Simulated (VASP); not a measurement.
# SbC2 with r2SCAN: from relaxation to properties, part 5 of 7

Aim: relax SbC2, then compute properties on the relaxed cell. The cell is invented: it takes the structure of a Materials Project entry for LuC2 (space group 139 there), with some of its atoms replaced by other elements, volume scaled by an estimate. It may not be a known or stable phase.

VASP 6.6.1, plane waves and PAW; the level of theory is named at each step.

Still holding for the runs below: This run has no spin polarisation. Its electron count is odd, so without a moment it is a metal by construction. Spin-orbit coupling is off here; with elements this heavy it splits and shifts levels by tenths of an eV or more.

So far. Step 6 (Total and projected DOS (r2SCAN)): The finer mesh and the other smearing move the Fermi level by +0.01 eV from the 8×8×8 run, a small shift, which tests the Fermi level alone. Of the states within 0.3 eV of the Fermi level, the largest shares in the PAW spheres are Sb p 30 % and C p 13 %. The rest lies in smaller channels or between the spheres.

## 8. Band structure (TB-mBJ)

This step: TB-mBJ; plane waves and PAW (Sb, C); invented cell (VASP 6.6.1).

The mesh alone shows little of the dispersion and can miss band extrema, so KPOINTS_OPT adds a path through the symmetry points after the self-consistent cycle. TB-mBJ is a local potential fitted to gaps: it costs far less than a hybrid but gives no energy.

The input, INCAR:

```
SYSTEM = SbC2
PREC = Accurate
ENCUT = 520
EDIFF = 1E-06
NELM = 150
ISMEAR = -1
SIGMA = 0.05
LREAL = .FALSE.
ALGO = Normal
METAGGA = MBJ
LASPH = .TRUE.
NBANDS = 19
LORBIT = 11
LWAVE = .FALSE.
LCHARG = .FALSE.
```

The input, POSCAR:

```
SbC2
1.0
   -2.0794198753      2.0794198753      3.0636647962
    2.0794198753     -2.0794198753      3.0636647962
    2.0794198753      2.0794198753     -3.0636647962
Sb C
1 2
Direct
    0.0000000000      0.0000000000      0.0000000000
    0.6042858710      0.6042858710      0.0000000000
    0.3957141290      0.3957141290      0.0000000000
```

The input, KPOINTS:

```
Automatic mesh
0
Gamma
8 8 8
0 0 0
```

The input, KPOINTS_OPT:

```
Line mode
16
Line-mode
Reciprocal
  0.00000000   0.00000000   0.00000000 GAMMA
  0.00000000   0.00000000   0.50000000 X

  0.00000000   0.00000000   0.50000000 X
 -0.23034134   0.23034134   0.50000000 Y

 -0.23034134   0.23034134   0.50000000 Y
 -0.36517067   0.36517067   0.36517067 S

 -0.36517067   0.36517067   0.36517067 S
  0.00000000   0.00000000   0.00000000 GAMMA

  0.00000000   0.00000000   0.00000000 GAMMA
  0.50000000   0.50000000  -0.50000000 Z

  0.50000000   0.50000000  -0.50000000 Z
  0.36517067   0.63482933  -0.36517067 S1

  0.36517067   0.63482933  -0.36517067 S1
  0.00000000   0.50000000   0.00000000 N

  0.00000000   0.50000000   0.00000000 N
  0.25000000   0.25000000   0.25000000 P

  0.25000000   0.25000000   0.25000000 P
  0.50000000   0.50000000  -0.23034134 Y1

  0.50000000   0.50000000  -0.23034134 Y1
  0.50000000   0.50000000  -0.50000000 Z

  0.00000000   0.00000000   0.50000000 X
  0.25000000   0.25000000   0.25000000 P
```

Potentials, in the order of the species: Sb and C (PBE family, release 64).

Command:

```bash
$ mpirun -np 1 vasp_std
```

The log of the run:

```text
[... set-up lines as in an earlier step ...]
 entering main loop
       N       E                     dE             d eps       ncg     rms          rms(c)
DAV:   1     0.358675027804E+03    0.35868E+03   -0.47925E+03  2242   0.536E+02
DAV:   2     0.308951418246E+03   -0.49724E+02   -0.46003E+02  3001   0.120E+02
DAV:   3     0.305749060342E+03   -0.32024E+01   -0.31476E+01  2611   0.282E+01
DAV:   4     0.305718802904E+03   -0.30257E-01   -0.30242E-01  2759   0.333E+00
DAV:   5     0.305718480263E+03   -0.32264E-03   -0.32263E-03  2604   0.339E-01    0.963E+00
DAV:   6     0.309245768898E+03    0.35273E+01   -0.29287E+01  2342   0.287E+01    0.837E+00
DAV:   7     0.309395783071E+03    0.15001E+00   -0.25094E+01  2402   0.192E+01    0.483E+00
DAV:   8     0.311042314241E+03    0.16465E+01   -0.59377E+00  2402   0.103E+01    0.271E+00
DAV:   9     0.311549498245E+03    0.50718E+00   -0.24453E+00  2367   0.594E+00    0.150E+00
DAV:  10     0.312148053188E+03    0.59855E+00   -0.58093E-01  2391   0.308E+00    0.488E-01
DAV:  11     0.312220592758E+03    0.72540E-01   -0.21129E-01  2388   0.192E+00    0.219E-01
DAV:  12     0.312280384006E+03    0.59791E-01   -0.42082E-02  2406   0.839E-01    0.132E-01
DAV:  13     0.312294846687E+03    0.14463E-01   -0.94264E-03  2429   0.424E-01    0.455E-02
DAV:  14     0.312283252911E+03   -0.11594E-01   -0.15805E-03  2484   0.175E-01    0.301E-02
DAV:  15     0.312296522527E+03    0.13270E-01   -0.19293E-04  2485   0.612E-02    0.191E-02
DAV:  16     0.312291588536E+03   -0.49340E-02   -0.28109E-05  2457   0.254E-02    0.446E-03
DAV:  17     0.312292321057E+03    0.73252E-03   -0.30442E-06  2481   0.840E-03    0.179E-03
DAV:  18     0.312291921815E+03   -0.39924E-03   -0.40695E-07  1404   0.321E-03    0.216E-03
DAV:  19     0.312291965371E+03    0.43556E-04   -0.94888E-08  1259   0.183E-03    0.129E-03
DAV:  20     0.312292130643E+03    0.16527E-03   -0.75651E-08  1244   0.148E-03    0.114E-03
DAV:  21     0.312292093765E+03   -0.36878E-04   -0.18311E-08  1229   0.642E-04    0.915E-04
DAV:  22     0.312292100632E+03    0.68670E-05   -0.11216E-08  1223   0.545E-04    0.736E-04
DAV:  23     0.312292102685E+03    0.20532E-05   -0.33770E-09  1205   0.332E-04    0.767E-04
DAV:  24     0.312292078728E+03   -0.23956E-04   -0.57557E-09  1199   0.336E-04    0.583E-04
DAV:  25     0.312292043717E+03   -0.35012E-04   -0.62813E-09  1202   0.397E-04    0.481E-04
DAV:  26     0.312291999798E+03   -0.43919E-04   -0.33389E-09  1199   0.305E-04    0.334E-04
DAV:  27     0.312291987702E+03   -0.12096E-04   -0.12273E-09  1193   0.194E-04    0.342E-04
DAV:  28     0.312291951747E+03   -0.35955E-04   -0.37839E-09  1190   0.274E-04    0.184E-04
DAV:  29     0.312291888982E+03   -0.62765E-04   -0.84507E-09  1184   0.448E-04    0.514E-05
DAV:  30     0.312291865807E+03   -0.23175E-04   -0.25868E-09  1178   0.301E-04    0.387E-05
DAV:  31     0.312291855438E+03   -0.10369E-04   -0.10644E-09  1184   0.162E-04    0.687E-05
DAV:  32     0.312291844967E+03   -0.10471E-04   -0.70580E-10  1184   0.139E-04    0.874E-05
DAV:  33     0.312291836510E+03   -0.84564E-05   -0.13933E-10  1181   0.721E-05    0.111E-04
DAV:  34     0.312291840780E+03    0.42695E-05   -0.97615E-11  1184   0.479E-05    0.907E-05
DAV:  35     0.312291844010E+03    0.32305E-05   -0.71759E-11  1184   0.403E-05    0.810E-05
DAV:  36     0.312291850361E+03    0.63505E-05   -0.83944E-11  1184   0.448E-05    0.581E-05
DAV:  37     0.312291856854E+03    0.64930E-05   -0.77257E-11  1169   0.458E-05    0.411E-05
DAV:  38     0.312291861285E+03    0.44307E-05   -0.29307E-11  1169   0.325E-05    0.318E-05
DAV:  39     0.312291864641E+03    0.33567E-05   -0.11498E-11  1157   0.202E-05    0.236E-05
DAV:  40     0.312291867662E+03    0.30211E-05   -0.13614E-11  1157   0.197E-05    0.152E-05
DAV:  41     0.312291870531E+03    0.28690E-05   -0.68709E-12  1154   0.170E-05    0.864E-06
DAV:  42     0.312291872650E+03    0.21189E-05   -0.63297E-12  1157   0.131E-05    0.398E-06
DAV:  43     0.312291873563E+03    0.91310E-06    0.58779E-13  1157   0.765E-06
   1 F= 0.31229187E+03 E0= 0.31229654E+03  d E =-.933752E-02
 Start KPOINTS_OPT (optional k-point list driver)
k-point batch [1-59\176]
       N       E                     dE             ncg
DAV:   1     0.167387419648E+04   -0.19324E+05     2242
DAV:   2    -0.937265259089E+03   -0.26111E+04     2872
DAV:   3    -0.109131898903E+04   -0.15405E+03     2767
DAV:   4    -0.109245436667E+04   -0.11354E+01     2667
DAV:   5    -0.109246373073E+04   -0.93641E-02     2714
DAV:   6    -0.109246385769E+04   -0.12696E-03     2705
DAV:   7    -0.109246385964E+04   -0.19502E-05     2298
DAV:   8    -0.109246385986E+04   -0.21792E-06     1841
[...]
k-point batch [119-176\176]
       N       E                     dE             ncg
DAV:   1     0.169269092993E+04   -0.24161E+05     2204
DAV:   2    -0.739240390553E+03   -0.24319E+04     2962
DAV:   3    -0.870833390034E+03   -0.13159E+03     2596
DAV:   4    -0.871784880063E+03   -0.95149E+00     2671
DAV:   5    -0.871793066082E+03   -0.81860E-02     2640
DAV:   6    -0.871793178274E+03   -0.11219E-03     2744
DAV:   7    -0.871793179990E+03   -0.17161E-05     2166
DAV:   8    -0.871793180196E+03   -0.20557E-06     1720
```

Wall time 84 s (1 MPI rank of Intel Xeon 6975P-C (Granite Rapids), shared host); peak memory 0.23 GiB.

From OUTCAR (step 8):

```text
   NELECT =      13.0000    total number of electrons

 E-fermi :   5.9415

 k-point     1 :       0.0000    0.0000    0.0000
  band No.  band energies     occupation
    ...
      2      -4.1741      2.00000
      3      -0.9787      2.00000
      4       2.0189      2.00000
      5       2.0189      2.00000
      6       4.0452      2.00000
      7       7.5520      0.00000
      8       7.5520      0.00000
      9       7.6626      0.00000
     10       7.6627      0.00000
     11       8.1939      0.00000
    ...

  Total       29.2010170     29.2010170     21.1957945      0.0000000      0.0000000      0.0000000
  in kB      882.9232256    882.9232256    640.8769671      0.0000000      0.0000000      0.0000000
  external PRESSURE =     802.2411394 kB  Pullay stress =       0.0000000 kB

 POSITION                                       TOTAL-FORCE (eV/Angst)
 -----------------------------------------------------------------------------------
      0.00000      0.00000      0.00000        -0.000000     -0.000000      0.000000
      0.00000      0.00000      3.70266        -0.000000     -0.000000     -1.100403
      0.00000      0.00000      2.42467         0.000000      0.000000      1.100403
 -----------------------------------------------------------------------------------
    total drift:                               -0.000000     -0.000000      0.000000

  FREE ENERGIE OF THE ION-ELECTRON SYSTEM (eV)
  ---------------------------------------------------
  free  energy   TOTEN  =       312.2918735634 eV

  energy  without entropy=      312.3012110860  energy(sigma->0) =      312.29654232

[... 8 parts as in an earlier step ...]

[... 9 further parts left out ...]
```

This functional is a potential without an energy, so its energies, forces and stress mean nothing and are not read.

This step gave:

* SCF cycles: 43
* bands: 19
* irreducible k-points: 59
* Fermi energy: 5.941 eV

The electronic bands at the labelled points (eV, zero at the Fermi level; # counts the bands kept, so #1 is VASP's band 3):

| point | #1 | #2 | #3 | #4 | #5 | #6 | #7 | #8 |
| --- | --- | --- | --- | --- | --- | --- | --- | --- |
| Γ | -6.92 | -3.92 | -3.92 | -1.90 | 1.61 | 1.61 | 1.72 | 1.72 |
| X | -7.96 | -6.69 | -4.87 | -2.47 | 0.20 | 1.57 | 2.61 | 3.57 |
| Y | -8.58 | -6.17 | -3.89 | -2.60 | 0.01 | 1.64 | 2.36 | 4.48 |
| S | -8.87 | -4.89 | -4.60 | -3.25 | 1.33 | 1.53 | 2.74 | 4.04 |
| Γ | -6.92 | -3.92 | -3.92 | -1.90 | 1.61 | 1.61 | 1.72 | 1.72 |
| Z | -9.22 | -5.32 | -5.32 | -3.11 | 2.68 | 2.68 | 3.41 | 4.37 |
| S1 | -8.87 | -4.89 | -4.60 | -3.25 | 1.33 | 1.53 | 2.74 | 4.04 |
| N | -6.33 | -5.36 | -4.01 | -2.59 | -1.32 | -0.38 | 2.53 | 4.35 |
| P | -6.02 | -5.95 | -5.95 | -4.53 | 1.35 | 1.35 | 3.41 | 3.41 |
| Y1 | -8.58 | -6.17 | -3.89 | -2.60 | 0.01 | 1.64 | 2.36 | 4.48 |
| Z | -9.22 | -5.32 | -5.32 | -3.11 | 2.68 | 2.68 | 3.41 | 4.37 |
| jump to X | -7.96 | -6.69 | -4.87 | -2.47 | 0.20 | 1.57 | 2.61 | 3.57 |
| P | -6.02 | -5.95 | -5.95 | -4.53 | 1.35 | 1.35 | 3.41 | 3.41 |

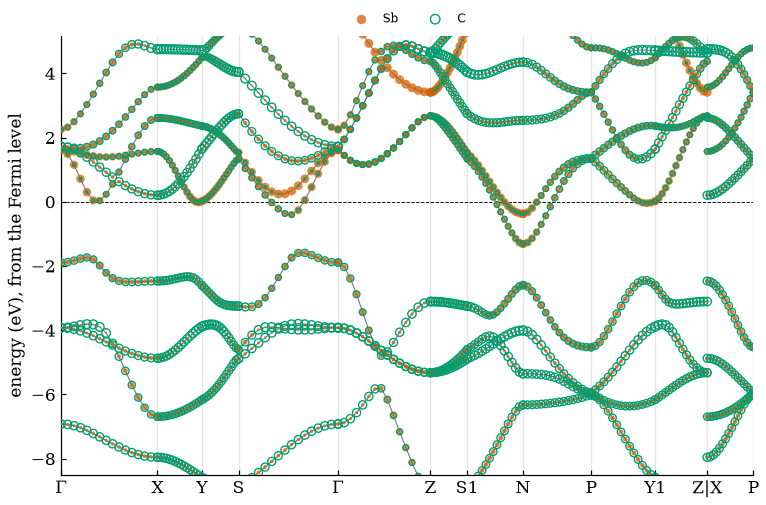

Electronic bands along the path; dots are coloured as in the legend, and their area grows with the weight.

There is no gap at this level.

## 9. A semilocal run for the hybrid's start

This step: PBE; plane waves and PAW (Sb, C); invented cell (VASP 6.6.1).

A hybrid converges badly from random orbitals, so a cheap semilocal run writes a WAVECAR on the same mesh first.

The input, INCAR:

```
SYSTEM = SbC2
PREC = Accurate
ENCUT = 520
EDIFF = 1E-05
NELM = 100
ISMEAR = -1
SIGMA = 0.05
LREAL = .FALSE.
ALGO = Normal
GGA = PE
NBANDS = 12
LORBIT = 11
LWAVE = .TRUE.
LCHARG = .FALSE.
```

POSCAR is that of step 8.

The input, KPOINTS:

```
Automatic mesh
0
Gamma
5 5 5
0 0 0
```

Command:

```bash
$ mpirun -np 1 vasp_std
```

The log of the run:

```text
[banner, memory and clock lines left out]
running    1 mpi-ranks, on    1 nodes
 distrk:  each k-point on    1 cores,    1 groups
 distr:  one band on    1 cores,    1 groups

 POSCAR found type information on POSCAR SbC
 POSCAR found :  2 types and       3 ions
 LDA part: xc-table for (Slater+PW92), standard interpolation
 POSCAR, INCAR and KPOINTS ok, starting setup
 FFT: planning ... GRIDC
 FFT: planning ... GRID_SOFT
 FFT: planning ... GRID
 WAVECAR not read
 entering main loop
       N       E                     dE             d eps       ncg     rms          rms(c)
DAV:   1     0.427444223990E+02    0.42744E+02   -0.50064E+03   432   0.843E+02
DAV:   2    -0.159680734920E+02   -0.58712E+02   -0.56459E+02   608   0.160E+02
DAV:   3    -0.201964993279E+02   -0.42284E+01   -0.41723E+01   508   0.459E+01
DAV:   4    -0.202569586963E+02   -0.60459E-01   -0.60399E-01   472   0.659E+00
DAV:   5    -0.202579706290E+02   -0.10119E-02   -0.10119E-02   520   0.851E-01    0.875E+00
DAV:   6    -0.172680202906E+02    0.29900E+01   -0.94885E+00   460   0.190E+01    0.390E+00
DAV:   7    -0.172752107746E+02   -0.71905E-02   -0.72718E-01   472   0.600E+00    0.205E+00
DAV:   8    -0.172531888265E+02    0.22022E-01   -0.37203E-02   508   0.146E+00    0.578E-01
DAV:   9    -0.172517184888E+02    0.14703E-02   -0.90851E-03   500   0.729E-01    0.918E-02
DAV:  10    -0.172518421075E+02   -0.12362E-03   -0.92091E-04   484   0.227E-01    0.340E-02
DAV:  11    -0.172518722458E+02   -0.30138E-04   -0.57437E-05   504   0.558E-02    0.207E-02
DAV:  12    -0.172518799417E+02   -0.76959E-05   -0.16143E-05   340   0.288E-02
   1 F= -.17251880E+02 E0= -.17239450E+02  d E =-.248592E-01
 writing wavefunctions
```

Elapsed: 3.8 s, on 1 MPI rank; peak memory 0.17 GiB.

Parts of OUTCAR (step 9):

```text
   k-points           NKPTS =     18   k-points in BZ     NKDIM =     18   number of bands    NBANDS=     12

   NELECT =      13.0000    total number of electrons

 E-fermi :   5.7790

 k-point     1 :       0.0000    0.0000    0.0000
  band No.  band energies     occupation
    ...
      2      -4.0994      2.00000
      3      -0.5260      2.00000
      4       1.8463      2.00000
      5       1.8463      2.00000
      6       4.4176      2.00000
      7       7.1984      0.00000
      8       7.1984      0.00000
      9       7.2340      0.00000
     10       7.2340      0.00000
     11       7.8029      0.00000
    ...

  Total       -0.0202562     -0.0202562      0.7604709      0.0000000      0.0000000      0.0000000
  in kB       -0.6124668     -0.6124668     22.9936303      0.0000000      0.0000000      0.0000000
  external PRESSURE =       7.2562322 kB  Pullay stress =       0.0000000 kB

 POSITION                                       TOTAL-FORCE (eV/Angst)
 -----------------------------------------------------------------------------------
      0.00000      0.00000      0.00000         0.000000      0.000000     -0.000000
      0.00000      0.00000      3.70266        -0.000000     -0.000000      0.617547
      0.00000      0.00000      2.42467         0.000000      0.000000     -0.617547
 -----------------------------------------------------------------------------------
    total drift:                               -0.000000     -0.000000     -0.000000

  FREE ENERGIE OF THE ION-ELECTRON SYSTEM (eV)
  ---------------------------------------------------
  free  energy   TOTEN  =       -17.2518799417 eV

  energy  without entropy=      -17.2270207097  energy(sigma->0) =      -17.23945033

[... 6 parts as in an earlier step ...]

[... 10 further parts left out ...]
```

This step gave:

```
SCF cycles              : 12
bands                   : 12
irreducible k-points    : 18
free energy (TOTEN)     : -17.25 eV
energy at zero smearing : -17.24 eV
Fermi energy            : 5.779 eV
pressure                : 0.7256 GPa
```

Force by atom:

| atom | x (eV/Å) | y (eV/Å) | z (eV/Å) | size |
| --- | --- | --- | --- | --- |
| Sb1 | 0.000 | 0.000 | 0.000 | 0.000 |
| C2 | 0.000 | 0.000 | 0.618 | 0.618 |
| C3 | 0.000 | 0.000 | -0.618 | 0.618 |

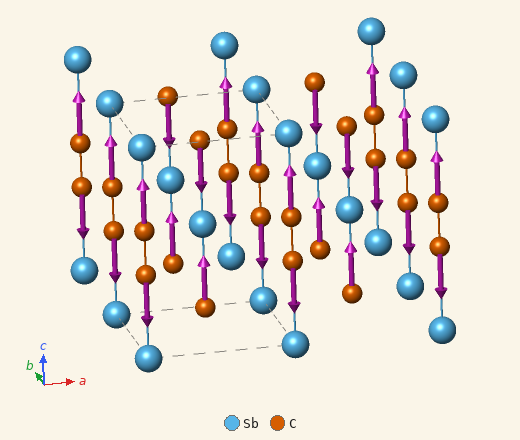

Force as arrows, the longest 0.618 eV/Å. 2×2×1 conventional cells are drawn. Some periodic images of atoms are drawn too.

(Continued in part 6 of 7.)

[Lines on the potential files, build, host, timing and source positions are cut from VASP's logs without a mark.]

[Logs are printed without paths, hosts, clocks, repeated set-up lines and the standing remarks that a program may print on its own settings, such as how far it seeks lower states.]

[Hosts, paths, dates, database ids (printed as entryN), source tags and the programs' standing remarks are cut or masked in the printed files.]

[A measured line is paired with the nearest computed mode of its activity, which favours agreement.]
